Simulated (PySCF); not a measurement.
SMILES [SiH3][Si]([SiH3])([SiH3])[SiH3] at its GFN2-xTB optimised geometry (Å):

```
17

Si    -1.1189    -1.9091    -1.9128
Si    -0.3320    -0.8064     0.0000
Si     2.0120    -0.8064     0.0000
Si    -1.1101     1.4046     0.0000
Si    -1.1111    -1.9144     1.9130
H     -0.6711    -1.2701    -3.1523
H     -2.5819    -1.9453    -1.9739
H     -0.6697    -3.3014    -1.9817
H      2.5702    -0.1370     1.1771
H      2.5721    -0.1215    -1.1671
H      2.5726    -2.1594    -0.0085
H     -0.6468     2.1594    -1.1665
H     -2.5726     1.4841    -0.0129
H     -0.6675     2.1545     1.1776
H     -2.5736    -1.9532     1.9813
H     -0.6592    -3.3063     1.9750
H     -0.6578    -1.2790     3.1523
```

Computed with B3LYP/def2-SVP (PySCF 2.14.0).

Map of the deformation density (molecule minus spherical neutral atoms) (e/bohr³) on the plane z = 1.2 Å:

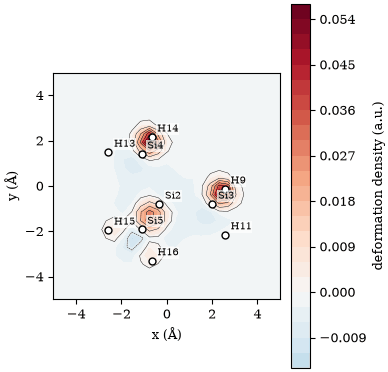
Figure: Deformation density (molecule minus spherical neutral atoms) (e/bohr³) on the plane z = 1.2 Å.
